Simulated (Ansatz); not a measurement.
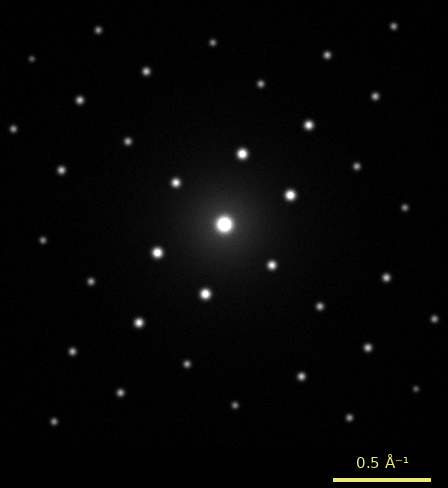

The pattern is a kinematic simulation for 200 kV electrons (no multiple scattering; isotropic B = 0.5 Å²).

Question: Describe the geometry of this pattern.

Answer: The spots form a centred rectangular net whose two shortest vectors correspond to d = 3.04 Å and 2.65 Å, 64.1° apart.

Question: What is the point symmetry of the pattern, intensities included?

Answer: 2mm.

Question: Which crystal and zone produced it?

Answer: This cannot be fixed from one zone alone; the pattern is [101] of Lu, space group P6_3/mmc (No. 194), a = 3.51 Å, c = 5.46 Å (hexagonal axes). The net vectors are 0 1 0 and 1 0 -1. Structure: the input geometry of an electronic-structure calculation (not necessarily at equilibrium).
